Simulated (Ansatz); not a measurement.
# Work function of Na by crystal face

How much does the work function of Na differ between its low-index faces, and does the functional change the order?

Set-up. Ansatz 0.2.0, plane waves with PAW datasets (its set soft_2) at their recommended cutoffs; symmetric slabs of 7 layers (11 for bcc (111)) cut at the tabulated experimental lattice constant, atoms at bulk places, 18 Å of vacuum, k-spacing 0.16 Å⁻¹ (2π included), Fermi-Dirac smearing of 0.1 eV, SCF threshold 1e-9 eV; spin-polarised where the metal is Fe, Co or Ni. The work function is the vacuum level less the Fermi level; differences are formed before rounding.

The runs side by side:

| face | atoms per nm² | LDA (eV) | PBEsol (eV) | r2SCAN (eV) | PBE (eV) | RPBE (eV) | PBE, relaxed (eV) |
| --- | --- | --- | --- | --- | --- | --- | --- |
| (110) | 7.9 | 2.96 | 2.86 | 2.84 | 2.84 | 2.77 | 2.82 |
| (100) | 5.6 | 2.78 | 2.68 | 2.66 | 2.67 | 2.60 | 2.66 |
| (111) | 3.2 | 2.70 | 2.59 | 2.55 | 2.58 | 2.51 | 2.61 |

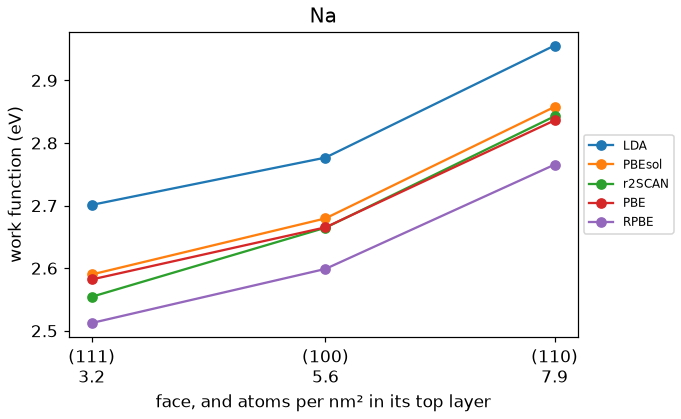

Work function against the density of the top layer.

**Reading.** With PBE the work function runs from 2.84 eV on (110) to 2.58 eV on (111). (111) and (100) lie within 0.08 eV of each other, too close for slabs of this thickness to order; every functional listed puts (110) highest. LDA lies 0.11 to 0.12 eV above PBE. Relaxing all layers with PBE (forces under 0.01 eV/Å) moves the values by −0.01 to +0.03 eV.

What the numbers leave out: Slabs this thin leave size errors that can reach a tenth of an eV or more. The functionals share one unrelaxed geometry at the tabulated experimental lattice constant; the relaxed column keeps that in-plane lattice, which is not PBE's own.
